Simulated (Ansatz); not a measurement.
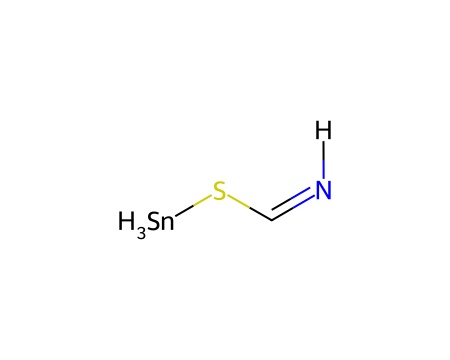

The drawing above gives the connectivity. The computed structure is the end point of a PBE-D4/def2-SVP optimisation. No frequency run is at hand to confirm it as a minimum.

Describe the 3D structure.

It has 9 atoms: 1 carbon, 5 hydrogen, 1 nitrogen, 1 sulfur and 1 tin (CH₅NSSn). Its SMILES string is `[H]/N=C\[S][SnH3]`. Among its groups: imine. Coordination: 1 N bent; 1 C trigonal planar; 1 S bent; 1 Sn tetrahedral.

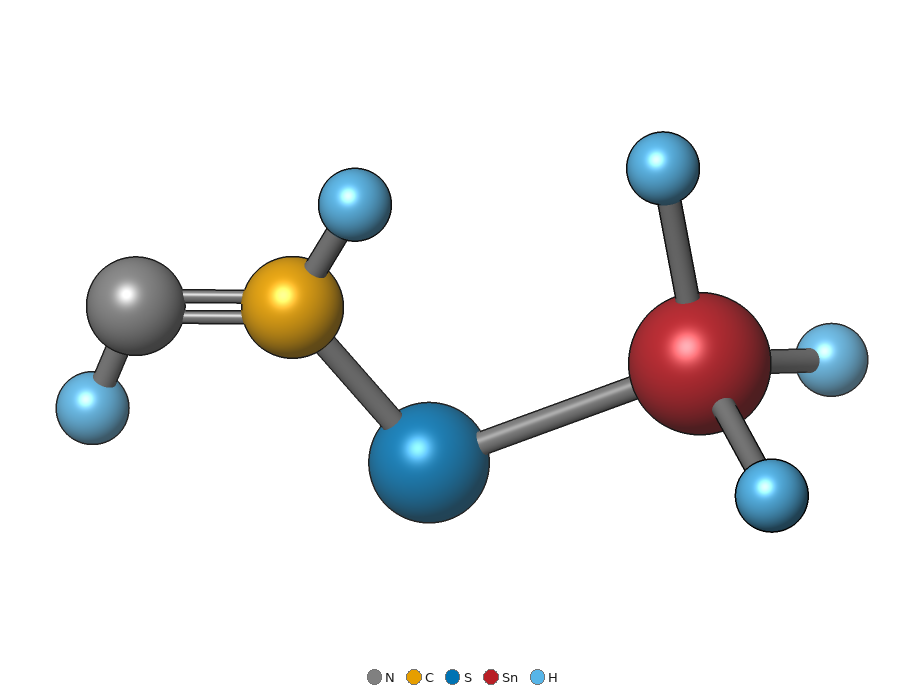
